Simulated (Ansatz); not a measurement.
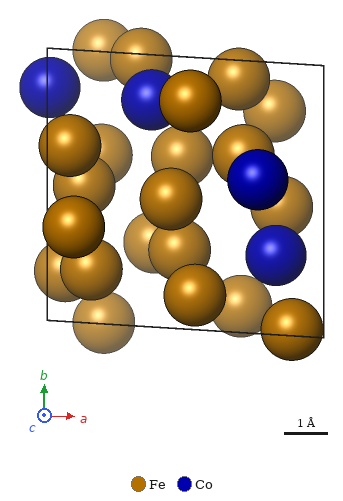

Starting frame of a dynamics run of an amorphous cell of composition Fe$_{5}$Co (24 atoms in the cell). It starts from the last geometry of an earlier run, with fresh velocities. The picture is a spheres-only view of the simulation cell, seen along the c axis.

Theory: DFT PBE, scalar-relativistic, plane waves, PAW (Ansatz).

Input
```yaml
crystal:
  lattice:
    - [6.585049, -0.208125, 0.114848]
    - [-0.208125, 6.463404, -0.078052]
    - [0.114848, -0.078052, 6.518422]
  atoms:
    - { symbol: Fe, position: [0.0662035702, 0.1860725964, 0.315714126] }
    - { symbol: Fe, position: [0.8223651751, 0.8216392876, 0.2083145923] }
    - { symbol: Fe, position: [0.4790664424, 0.2894802681, 0.5033672329] }
    - { symbol: Fe, position: [0.6929771047, 0.9310294829, 0.5055103841] }
    - { symbol: Fe, position: [0.4481112287, 0.4744387084, 0.7978243317] }
    - { symbol: Fe, position: [0.5179500913, 0.8391035875, 0.9879540816] }
    - { symbol: Fe, position: [0.2051872182, 0.0054888825, 0.0406453304] }
    - { symbol: Fe, position: [0.3889114623, 0.3121056845, 0.117287417] }
    - { symbol: Fe, position: [0.7008569413, 0.0970443275, 0.1768873912] }
    - { symbol: Fe, position: [0.8850958204, 0.0234057183, 0.8449347596] }
    - { symbol: Fe, position: [0.4888475888, 0.6343511217, 0.3335537956] }
    - { symbol: Fe, position: [0.3401776041, 0.9816121602, 0.3227177469] }
    - { symbol: Fe, position: [0.1962619527, 0.6200254511, 0.1829075437] }
    - { symbol: Fe, position: [0.1341396328, 0.5049322098, 0.5221047946] }
    - { symbol: Fe, position: [0.534325243, 0.12695783, 0.8342341666] }
    - { symbol: Fe, position: [0.0827956266, 0.647514116, 0.8316842771] }
    - { symbol: Fe, position: [0.1601254232, 0.1982337308, 0.6697010201] }
    - { symbol: Fe, position: [0.7096047388, 0.6511069461, 0.6444566918] }
    - { symbol: Fe, position: [0.8483241007, 0.4707349418, 0.3684762412] }
    - { symbol: Fe, position: [0.0965488153, 0.3491395152, 0.9912548356] }
    - { symbol: Co, position: [0.3784750949, 0.8343599237, 0.6417284827] }
    - { symbol: Co, position: [0.8274064318, 0.2916916079, 0.6838155435] }
    - { symbol: Co, position: [0.0102966213, 0.8562355131, 0.4986180004] }
    - { symbol: Co, position: [0.7616893652, 0.5653835245, 0.9803185528] }
  symmetry: { detect: false }
basis:
  ecutwfc: 420
  xc_grid: 1
kpoints:
  mp_grid: { grid: [1, 1, 1], shift: [0.25, 0.25, 0.25] }
hamiltonian:
  xc: pbe
scf:
  occupations: { method: fermi_dirac, width: 0.162 }
  lower_state_search: "off"
  convergence: { dr2_threshold: 1.0e-05 }
output:
  forces: true
  stress: true
md:
  timestep: 3.0
  n_steps: 53
  ensemble: nvt_langevin
  friction: 0.005
  temperature: 1880.0
  initial_velocities: maxwell_boltzmann
  seed: 20716
```

Launched with:
```bash
ansatz run input.yaml --threads 2 --pin off --max-ram 5120MiB --backend cpu --events-out ev --progress --plain --runs-dir out
```

> What does the trajectory do?

The mean temperature in the second half is 2018 K (standard deviation 210 K). The potential energy in the second half lies on average 26.0 meV per atom below the first frame. The mean pressure there is −5.6 GPa. In the second half of the run the atoms are, in the root-mean-square, this far from where they began (common drift taken out): Co 0.54 Å, Fe 0.51 Å. Against the typical shortest distance between atoms in the first frame, about 2.2 Å these are large excursions, but over 159 fs one can't yet tell strong vibration from the start of diffusion.

Along the run (each row but the first and the last is the mean over the interval that it begins):

| time (fs) | potential energy (meV/atom) | T (K) | p (GPa) |
| --- | --- | --- | --- |
| 0.0 | 0.0 | 1802 | -4.7 |
| 18.0 | -52.1 | 2300 | -7.4 |
| 36.0 | -15.1 | 1993 | -6.3 |
| 54.0 | -25.1 | 1954 | -6.4 |
| 72.0 | -51.7 | 2155 | -7.0 |
| 90.0 | -35.8 | 2078 | -6.3 |
| 108.0 | -9.6 | 1840 | -4.8 |
| 126.0 | 5.2 | 1802 | -3.8 |
| 144.0 | -51.7 | 2258 | -7.0 |

The paths of the atoms:

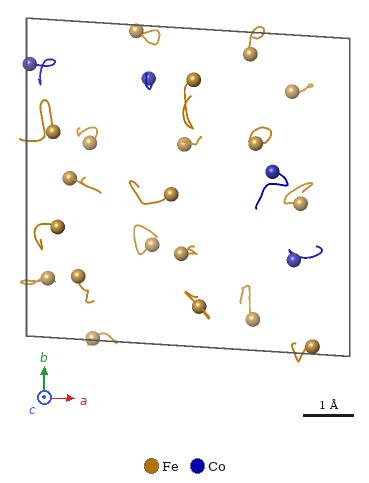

Limits of the set-up: the k-point mesh is coarse for a cell with partly filled bands; the periodic images lie only 6.5 Å apart, so the values are limited by the cell's size; an element that often carries a moment was run without spin polarisation.
